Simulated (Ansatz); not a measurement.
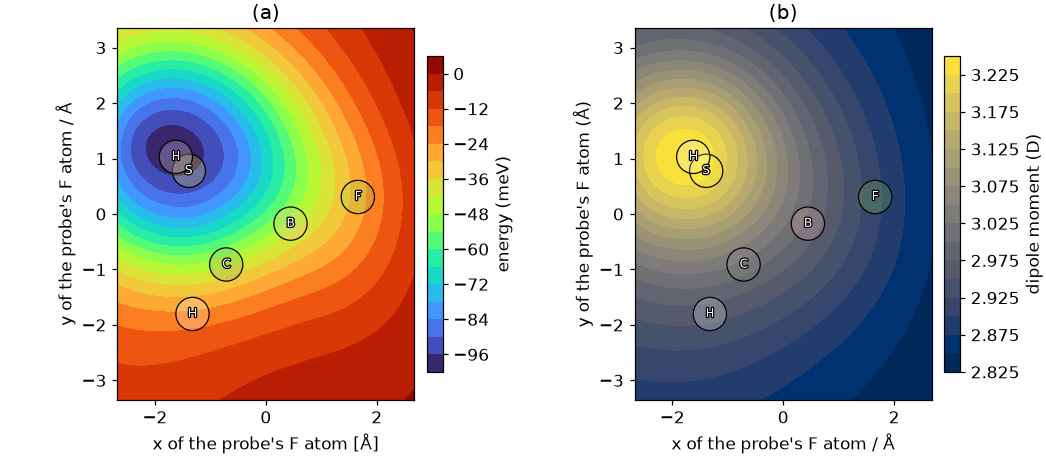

CH₂BFS (SMILES FB=CS) with the probe HF. 
- The probe is moved over a plane parallel to the molecule's main plane, 3.62 Å above it.
- Coordinates scanned: (1) x of the probe's F atom; (2) y of the probe's F atom.
- Nothing is relaxed (molecule and probe rigid, the probe upright with F nearest the plane).
- The scan uses a 9 × 11 grid.
- Energies are in meV, from molecule and probe far apart, each relaxed in its own basis (no counterpoise correction).
- The calculation used RKS CAM-B3LYP-D4/def2-SVPD (Ansatz).

Panel (a) is the energy; panel (b) is the computed dipole moment, in D.

Drawn: filled contours, labelled circles for the molecule's atoms, projected on the plane. Between grid points the surface is interpolated.

**How does the dipole moment vary over the map, and what is it at the lowest grid point?**

Leaving out the highest fifth of the energies, it runs from 2.85 D at x of the probe's F atom = 2.68 Å, y of the probe's F atom = −0.67 Å to 3.23 D at x of the probe's F atom = −2.01 Å, y of the probe's F atom = 1.34 Å. At the lowest grid point, x of the probe's F atom = −2.01 Å, y of the probe's F atom = 1.34 Å, it is 3.23 D.
